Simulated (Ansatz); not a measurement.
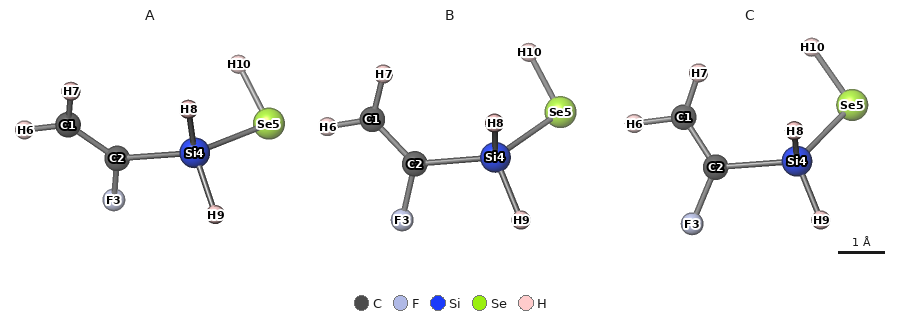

3 geometries from one relaxation of C2H5FSeSi (coarse preliminary run), in shuffled order. Style: ball-and-stick. Shown at a tilt.

The start comes from a force field.

These are results of Ansatz 0.2.0, RKS PBE-D4/def2-SVP, not measurements. Set-up: force threshold 0.03 eV/Å; at most 200 steps.

Q: Put them in the order of the run, from the start to the converged end.

A: C, B, A. They are steps 0, 6, 14, at +51.9 kJ/mol, +7.79 kJ/mol relative to the last. The atom that moves furthest after the best rigid fit is H7 (1.18 Å). By element the largest moves are H 1.18 Å, F 1.16 Å, Se 0.55 Å, C 0.50 Å, Si 0.19 Å. Among the contacts that change: Si4–H9 1.399 → 1.501 Å, Se5–H10 1.562 → 1.486 Å, Si4–Se5 2.225 → 2.297 Å, C1–H6 1.160 → 1.102 Å. Bond angles that change, for instance: Se5–Si4–H9 112.0° → 103.9°, C1–C2–Si4 119.4° → 125.4°, C2–C1–H7 125.5° → 119.9°. Groups turn about C2–Si4 by about 55°. The energy falls by 51.9 kJ/mol in 13 accepted moves (14 points after the start). Largest force component: 3.6 eV/Å at the start, 0.015 eV/Å at the end. The line search rejected the trial step at point 11 of the run. Cost: 23 s on 4 threads of Arm Neoverse V1 (shared host).
